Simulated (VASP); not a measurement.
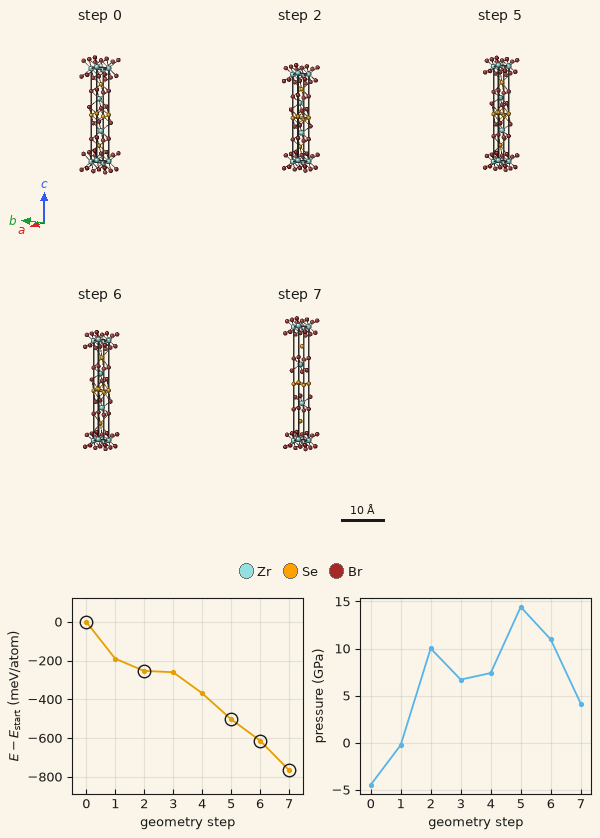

Frames of a relaxation of solid ZrSeBr$_{2}$ (a generated structure, set up in R-3m), marked on the history of the run. The picture is a ball-and-stick view of the conventional cell (3 times the calculation's cell), seen from a free direction. Lengths and directions refer to the drawn axes.

The run lets cell and atoms move.

These are results of Kohn-Sham DFT of a periodic cell, PBE, VASP PAW PBE potentials, recommended (VASP), not measurements.

Input
```
PREC = Accurate ; ENCUT = 600
EDIFF = 1E-6 ; ISMEAR = 0
SIGMA = 0.05 ; LREAL = F
LASPH = T ; NELM = 60
ALGO = Normal ; ISIF = 3
LWAVE = F ; LCHARG = F
GGA = PE ; IBRION = 2
NSW = 60 ; EDIFFG = -0.005
```

Run as
```bash
cat potpaw_PBE.64/Zr_sv/POTCAR potpaw_PBE.64/Se/POTCAR potpaw_PBE.64/Br/POTCAR > POTCAR
mpirun -np 1 vasp_std > vasp.out
```

Describe the path.

Answer. The run was cut off at its time limit before the relaxation converged, so the last structure is only a point on the way. After 7 geometry steps the energy has fallen by 765 meV per atom. The largest force component goes from 2.4 to 2.8 eV/Å. Pressure: −4.48 GPa at the start and 4.16 GPa at the end. The largest moves relative to the cell, 0.90 Å, are those of Br atoms. Se and Zr stay in place. Cell: a = b 4.216 → 3.633 Å (−13.8 %), c 22.205 → 27.041 Å (+21.8 %). Volume −9.6 %. Some distances before and after: Br–Se 2.966 → 3.629 Å, Se–Se 4.216 → 3.633 Å, Br–Zr 3.154 → 2.606 Å. Bond angles that change, for instance: Zr–Br–Zr 83.9° → 88.4°, Br–Zr–Br 96.1° → 91.6°, Br–Zr–Br 83.9° → 88.4°. The space group stays R-3m (No. 166). From step 0 to 2: Br atoms move most (0.23 Å), volume −22.6 %, energy −253 meV per atom. From step 2 to 5: Br atoms move most (0.31 Å), volume −0.5 %, energy −249 meV per atom. From step 5 to 6: Br atoms move most (0.05 Å), volume +4.5 %, energy −110 meV per atom. From step 6 to 7: Br atoms move most (0.17 Å), volume +12.4 %, energy −153 meV per atom.

```json
{"step": "0", "E − E(0), meV/atom": "0.00", "largest force component, eV/Å": "2.3523", "pressure, GPa": "-4.48", "volume, Å³/atom": "28.489"}
{"step": "1", "E − E(0), meV/atom": "-190.24", "largest force component, eV/Å": "2.3373", "pressure, GPa": "-0.25", "volume, Å³/atom": "25.329"}
{"step": "2", "E − E(0), meV/atom": "-253.47", "largest force component, eV/Å": "1.6288", "pressure, GPa": "10.02", "volume, Å³/atom": "22.038"}
{"step": "3", "E − E(0), meV/atom": "-260.15", "largest force component, eV/Å": "1.9162", "pressure, GPa": "6.71", "volume, Å³/atom": "22.824"}
{"step": "4", "E − E(0), meV/atom": "-368.35", "largest force component, eV/Å": "1.3173", "pressure, GPa": "7.40", "volume, Å³/atom": "22.626"}
{"step": "5", "E − E(0), meV/atom": "-502.66", "largest force component, eV/Å": "1.6631", "pressure, GPa": "14.42", "volume, Å³/atom": "21.931"}
{"step": "6", "E − E(0), meV/atom": "-612.84", "largest force component, eV/Å": "1.9139", "pressure, GPa": "10.97", "volume, Å³/atom": "22.924"}
{"step": "7", "E − E(0), meV/atom": "-765.48", "largest force component, eV/Å": "2.7746", "pressure, GPa": "4.16", "volume, Å³/atom": "25.759"}
```
